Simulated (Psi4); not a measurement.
# AlCl3 (aluminium trichloride (monomer)) at DSD-PBEP86/6-311+G(d,p) (density fitting for correlation)

Aim: the energy change on altering one bond length of AlCl3 (aluminium trichloride (monomer)) at DSD-PBEP86/6-311+G** (density fitting for correlation), from 2 runs. 

The calculation is run with Psi4 1.11.

### Step 1. Starting point

AlCl3 has 4 atoms, charge 0, and is taken as a singlet. As SMILES, `Cl[Al](Cl)Cl`. The coordinates come from a PBE0-D4/def2-TZVP relaxation.

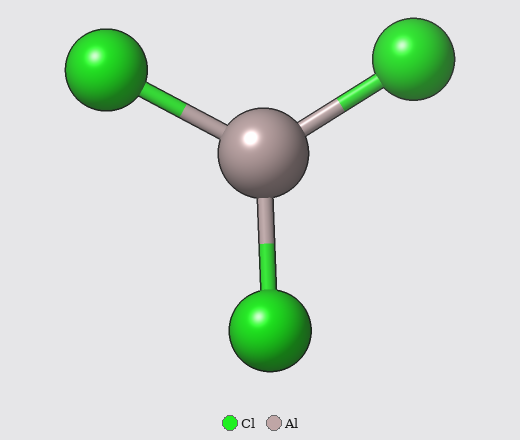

The structure, seen from a chosen angle (chlorine green, aluminium light grey).

### Step 2. A single-point energy at DSD-PBEP86/6-311+G(d,p) (density fitting for correlation)

File job.in:

```
memory 2200 mb

molecule m {
  0 1
  Cl
  Al 1 r2
  Cl 2 r3 1 a3
  Cl 2 r4 1 a4 3 d4

  r2 = 2.068814
  r3 = 2.068826
  a3 = 119.99873
  r4 = 2.068824
  a4 = 119.99836
  d4 = -179.99955
  symmetry c1
}

set {
  basis 6-311+G**
  puream true
  e_convergence 1e-09
  d_convergence 1e-08
  scf_type pk
  dft_radial_points 99
  dft_spherical_points 590
  num_frozen_docc 20
}

result = energy('dsd-pbep86')
```

Started as:

```console
psi4 job.in job.out -n 1
```

job.out:

```text
[...]
  Running in c1 symmetry.
[...]
  Nuclear repulsion =  297.623987819556987
[...]
  Multiplicity = 1
[...]
  Nalpha       = 32
  Nbeta        = 32
[...]
    Number of basis functions: 120
[...]
   @RKS iter   1: -1621.69227652974200   -3.73650e-01   2.85530e-03 DIIS/ADIIS
[...]
   @RKS iter   9: -1621.73766996123982   -1.77351e-11   5.27598e-09 DIIS
[...]
    Orbital Energies [Eh]
    ---------------------
    Doubly Occupied:
       1A   -103.699286     2A   -103.699286     3A   -103.699283
       4A    -57.726214     5A    -10.198675     6A    -10.198673
       7A    -10.198663     8A     -7.764184     9A     -7.764183
      10A     -7.764182    11A     -7.761526    12A     -7.761526
      13A     -7.761523    14A     -7.761107    15A     -7.761107
      16A     -7.761105    17A     -4.732949    18A     -3.130133
      19A     -3.127782    20A     -3.127782    21A     -1.034091
      22A     -1.014841    23A     -1.014839    24A     -0.578292
      25A     -0.508352    26A     -0.508350    27A     -0.472112
      28A     -0.454595    29A     -0.454593    30A     -0.446391
      31A     -0.446389    32A     -0.427513
[...]
  @RKS Final Energy: -1621.73766996123982
   => Energetics <=
    Nuclear Repulsion Energy =            297.6239878195569872
    One-Electron Energy =               -2836.4016134411212988
    Two-Electron Energy =                 946.3832932173995687
    DFT Exchange-Correlation Energy =     -29.3433375570750741
    Empirical Dispersion Energy =           0.0000000000000000
    VV10 Nonlocal Energy =                  0.0000000000000000
    Total Energy =                      -1621.7376699612398170
[...]
 Multipole Moments:
 ------------------------------------------------------------------------------------
     Multipole            Electronic (a.u.)      Nuclear  (a.u.)        Total (a.u.)
 ------------------------------------------------------------------------------------
 L = 1.  Multiply by 2.5417464519 to convert [e a0] to [Debye]
 Dipole X            :          0.0000105           -0.0000008            0.0000096
 Dipole Y            :         -0.0000025            0.0000003           -0.0000022
 Dipole Z            :          0.0000573           -0.0000047            0.0000526
 Magnitude           :                                                    0.0000536
[...]
```

Run time: 16 s. Hardware: 1 thread of Intel Xeon Platinum 8259CL at 2.50GHz (Skylake/Cascade Lake), shared host; peak memory 0.73 GiB.

### Step 3. The distorted shape

File alcl3.xyz:

```xyz
4
AlCl3
Cl    -1.305289    -0.124704     1.985115
Al     0.000010     0.000000    -0.000020
Cl     1.741960    -1.104030    -0.163630
Cl    -0.606920     1.212480    -1.562570
```

File job.py:

```python
import psi4

psi4.set_memory(2200000000)
psi4.set_num_threads(1)
psi4.core.set_output_file('run.log', False)

with open('alcl3.xyz') as f:
    atoms = ''.join(f.readlines()[2:])
molecule = psi4.geometry('0 1\n' + atoms + 'symmetry c1\nno_reorient\nno_com')

psi4.set_options({
    'basis': '6-311+G**',
    'puream': True,
    'e_convergence': 1e-09,
    'd_convergence': 1e-08,
    'scf_type': 'pk',
    'dft_radial_points': 99,
    'dft_spherical_points': 590,
    'num_frozen_docc': 20,
})

energy_value, wavefunction = psi4.energy('dsd-pbep86', return_wfn=True)
print('E =', round(energy_value, 9))
for k, v in sorted(psi4.core.scalar_variables().items()):
    print(f'{k:45s} {v:18.10f}')
```

Started as:

```console
python job.py
```

run.log:

```text
[...]
  Running in c1 symmetry.
[...]
  Nuclear repulsion =  284.232421928588565
[...]
  Multiplicity = 1
[...]
  Nalpha       = 32
  Nbeta        = 32
[...]
    Number of basis functions: 120
[...]
   @RKS iter   1: -1621.65933090986459   -5.13713e-01   2.98092e-03 DIIS/ADIIS
[...]
   @RKS iter  10: -1621.71587914908719   -4.54747e-11   5.84455e-09 DIIS
[...]
    Orbital Energies [Eh]
    ---------------------
    Doubly Occupied:
       1A   -103.712905     2A   -103.712905     3A   -103.683956
       4A    -57.755861     5A    -10.211993     6A    -10.211986
       7A    -10.179452     8A     -7.777577     9A     -7.777577
      10A     -7.774758    11A     -7.774758    12A     -7.774345
      13A     -7.774345    14A     -7.745299    15A     -7.742175
      16A     -7.741903    17A     -4.758102    18A     -3.155744
      19A     -3.153280    20A     -3.152223    21A     -1.040332
      22A     -1.026772    23A     -0.978493    24A     -0.579514
      25A     -0.514901    26A     -0.491184    27A     -0.476413
      28A     -0.457481    29A     -0.451366    30A     -0.450980
      31A     -0.420844    32A     -0.416111
[...]
  @RKS Final Energy: -1621.71587914908719
   => Energetics <=
    Nuclear Repulsion Energy =            284.2324219285885647
    One-Electron Energy =               -2809.3575250364365274
    Two-Electron Energy =                 932.7311860532282708
    DFT Exchange-Correlation Energy =     -29.3219620944672030
    Empirical Dispersion Energy =           0.0000000000000000
    VV10 Nonlocal Energy =                  0.0000000000000000
    Total Energy =                      -1621.7158791490871863
[...]
 Multipole Moments:
 ------------------------------------------------------------------------------------
     Multipole            Electronic (a.u.)      Nuclear  (a.u.)        Total (a.u.)
 ------------------------------------------------------------------------------------
 L = 1.  Multiply by 2.5417464519 to convert [e a0] to [Debye]
 Dipole X            :          5.8048013           -5.4690620            0.3357393
 Dipole Y            :          0.5542326           -0.5221653            0.0320672
 Dipole Z            :         -8.8278517            8.3172421           -0.5106095
 Magnitude           :                                                    0.6119406
[...]
```

The script printed:

```text
E = -1621.957265884
CURRENT ENERGY                                  -1621.9572658844
CURRENT REFERENCE ENERGY                        -1621.7158791491
DD SOLVATION ENERGY                                 0.0000000000
DFT FUNCTIONAL TOTAL ENERGY                     -1621.7158791491
DFT TOTAL ENERGY                                -1621.9572658844
DFT VV10 ENERGY                                     0.0000000000
DFT XC ENERGY                                     -29.3219620945
DOUBLE-HYBRID CORRECTION ENERGY                    -0.2413867353
DSD-PBEP86 DOUBLE-HYBRID CORRECTION ENERGY         -0.2413867353
DSD-PBEP86 TOTAL ENERGY                         -1621.9572658844
GRID ELECTRONS ALPHA                               32.0000012792
GRID ELECTRONS BETA                                32.0000012792
GRID ELECTRONS TOTAL                               64.0000025584
NUCLEAR REPULSION ENERGY                          284.2324219286
ONE-ELECTRON ENERGY                             -2809.3575250364
PCM POLARIZATION ENERGY                             0.0000000000
PE ENERGY                                           0.0000000000
SCF ITERATION ENERGY                            -1621.7158791491
SCF ITERATIONS                                     10.0000000000
SCF TOTAL ENERGY                                -1621.7158791491
TWO-ELECTRON ENERGY                               932.7311860532
XC GRID RADIAL POINTS                              99.0000000000
XC GRID SPHERICAL POINTS                          590.0000000000
XC GRID TOTAL POINTS                           225884.0000000000
```

Wall time 18 s (1 thread of Intel Xeon Platinum 8259CL at 2.50GHz (Skylake/Cascade Lake), shared host); peak memory 0.73 GiB.

### Step 4. Summary of results

At DSD-PBEP86/6-311+G** (density fitting for correlation), 20 core orbitals frozen:

```
                                                           quantity           value
                                          first shape: total energy  -1621.97872 Eh
                     first shape: HOMO energy (SCF part's orbitals)       -11.63 eV
                     first shape: LUMO energy (SCF part's orbitals)        -0.12 eV
                   first shape: HOMO–LUMO gap (SCF part's orbitals)        11.51 eV
                                      distorted shape: total energy  -1621.95727 Eh
                 distorted shape: HOMO energy (SCF part's orbitals)       -11.32 eV
                 distorted shape: LUMO energy (SCF part's orbitals)        -0.72 eV
               distorted shape: HOMO–LUMO gap (SCF part's orbitals)        10.61 eV
energy change with the Cl1–Al2 bond stretched from 2.069 to 2.379 Å        0.584 eV
```

In words: With the Cl1–Al2 bond stretched from 2.069 to 2.379 Å the energy rises by 0.58 eV (56.3 kJ/mol). The first shape isn't relaxed at this level, so the change isn't measured from a minimum.
